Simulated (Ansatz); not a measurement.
# MP2/6-31G(d) (spherical functions) run of C2HClF4 (SMILES FC(Cl)C(F)(F)F)

What is the vertical singlet–triplet gap of C2HClF4 at MP2/6-31G* (spherical functions)? 

The results are computed with Ansatz 0.2.0.

53 further runs of the same task are left out: 53 set aside as unsound or not needed. Runs told in other sessions of the task aren't counted.

## Step 1: The molecule

The species is C2HClF4 (8 atoms), meant as a singlet with charge 0. SMILES: `FC(Cl)C(F)(F)F`. The shape is that of a PBE0-D4/def2-TZVP optimisation.

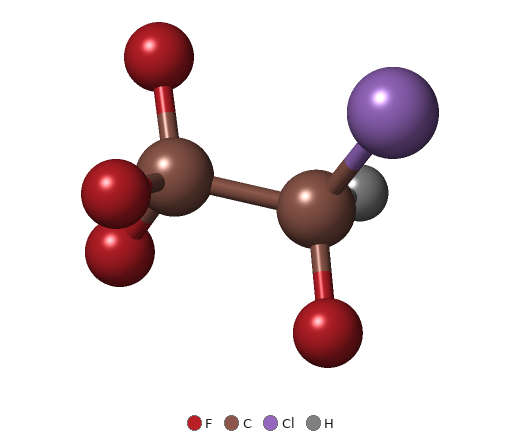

The structure, seen from a chosen angle (fluorine red, carbon brown, chlorine purple, hydrogen grey).

## Step 2: The energy at MP2/6-31G(d) (spherical functions)

run.yaml

```yaml
crystal:
  periodic: [false, false, false]
  atoms:
    - {symbol: F, position_ang: [-1.009760, -0.997300, 1.034070]}
    - {symbol: C, position_ang: [-0.026700, -0.752310, 0.143750]}
    - {symbol: Cl, position_ang: [1.532940, -1.198140, 0.813200]}
    - {symbol: C, position_ang: [-0.058240, 0.737850, -0.214790]}
    - {symbol: F, position_ang: [0.860470, 1.007860, -1.137810]}
    - {symbol: F, position_ang: [0.152480, 1.509050, 0.841250]}
    - {symbol: F, position_ang: [-1.256040, 1.034230, -0.720280]}
    - {symbol: H, position_ang: [-0.195140, -1.341240, -0.759390]}
basis:
  gaussian:
    orbitals: 6-31G_st_-spherical.json
magnetization:
  spin_polarized: false
  initial_magnetization: 0
correlation:
  method: mp2
  frozen_orbitals: {C: 1, Cl: 5, F: 1, H: 0}
accuracy: high
```

The basis set 6-31G* is read from a file made from the Basis Set Exchange's data (not shown).

The run is started by

```
ansatz run run.yaml --threads 1 --pin off --max-ram 3480MiB --events-out events.jsonl --progress --plain --runs-dir runs
```

Output:

```text
Warning: RAYON_NUM_THREADS=1 ignored (pool sized by the plan → 1); use --threads N
Functional definition: HF
  name "HF"
  exchange = exact_x
  correlation = 0
2392 factors; integrals over basis functions are off by at most 4.2e-9 eV
mean field evaluation 1: about -25398.0858 eV, gradient 4.9e1 eV
mean field evaluation 2: about -25398.1860 eV, gradient 5.0e1 eV
mean field evaluation 4: about -25402.9921 eV, gradient 3.6e0 eV
mean field evaluation 8: about -25403.0436 eV, gradient 2.6e-1 eV
mean field evaluation 16: about -25403.0439 eV, gradient 7.7e-9 eV
mean field -25403.04390565 eV, -933.5446447312 hartree, gradient 8.0e-9 eV, S^2 0.000000; 0 other end points of the search recorded, 0 dependent functions left out
11 core orbitals not correlated: weight in the atoms' cores, before any rotation towards them, 1.000 or more for the frozen orbitals, at most 0.000 for the correlated occupied ones
reference -25403.04390565 eV, -933.5446447312 hartree; 22, 22 occupied and 71, 71 virtual orbitals, 2392 factors
second order -28.67210873 eV of doubles, -0.00000000 eV of singles
Total energy: -25431.71601439 eV, -934.5983252925 hartree
```

Run time: 4.8 s. Hardware: 1 thread of Intel Xeon Platinum 8488C (Sapphire Rapids), shared host; peak memory 0.38 GiB.

## Step 3: The triplet at the same level

molecule.yaml

```yaml
basis:
  gaussian: {orbitals: 6-31G_st_-spherical.json}
crystal:
  periodic: [false, false, false]
  atoms:
    - {symbol: F, position_ang: [-1.009760, -0.997300, 1.034070]}
    - {symbol: C, position_ang: [-0.026700, -0.752310, 0.143750]}
    - {symbol: Cl, position_ang: [1.532940, -1.198140, 0.813200]}
    - {symbol: C, position_ang: [-0.058240, 0.737850, -0.214790]}
    - {symbol: F, position_ang: [0.860470, 1.007860, -1.137810]}
    - {symbol: F, position_ang: [0.152480, 1.509050, 0.841250]}
    - {symbol: F, position_ang: [-1.256040, 1.034230, -0.720280]}
    - {symbol: H, position_ang: [-0.195140, -1.341240, -0.759390]}
magnetization: {spin_polarized: true, initial_magnetization: 2}
correlation: {method: mp2, frozen_orbitals: {C: 1, Cl: 5, F: 1, H: 0}}
accuracy: high
```

The basis set 6-31G* is read from a file made from the Basis Set Exchange's data (not shown).

The run is started by

```
ansatz run molecule.yaml --threads 1 --pin off --max-ram 3480MiB --events-out events.jsonl --progress --plain --runs-dir runs
```

Output, cut to the lines that bear on the results:

```text
Warning: RAYON_NUM_THREADS=1 ignored (pool sized by the plan → 1); use --threads N
Functional definition: HF
  name "HF"
[...]
2391 factors; integrals over basis functions are off by at most 4.2e-9 eV
[...]
mean field -25395.98165407 eV, -933.2851117723 hartree, gradient 1.8e-8 eV, S^2 2.013088; 6 other end points of the search recorded, 0 dependent functions left out
11 core orbitals not correlated: weight in the atoms' cores, before any rotation towards them, 1.000 or more for the frozen orbitals, at most 0.000 for the correlated occupied ones
reference -25395.98165407 eV, -933.2851117723 hartree; 23, 21 occupied and 70, 72 virtual orbitals, 2391 factors
second order -28.09488381 eV of doubles, -0.00000000 eV of singles
Total energy: -25424.07653787 eV, -934.3175797088 hartree
```

Wall time 24 s (1 thread of Intel Xeon Platinum 8488C (Sapphire Rapids), shared host); peak memory 0.52 GiB.

## Step 4: What came out

At MP2/6-31G* (spherical functions), 11 core orbitals frozen:

| quantity | value |
| --- | --- |
| singlet: total energy | -934.59833 Eh |
| singlet: correlation energy (11 core orbitals frozen) | -1053.7 mEh |
| triplet: total energy | -934.31758 Eh |
| triplet: correlation energy (11 core orbitals frozen) | -1032.5 mEh |
| triplet: ⟨S²⟩ of the reference determinant | 2.013 |
| vertical energy of the triplet above the singlet | 7.639 eV |

In words: At this shape the triplet lies 7.64 eV (737 kJ/mol) above the singlet.
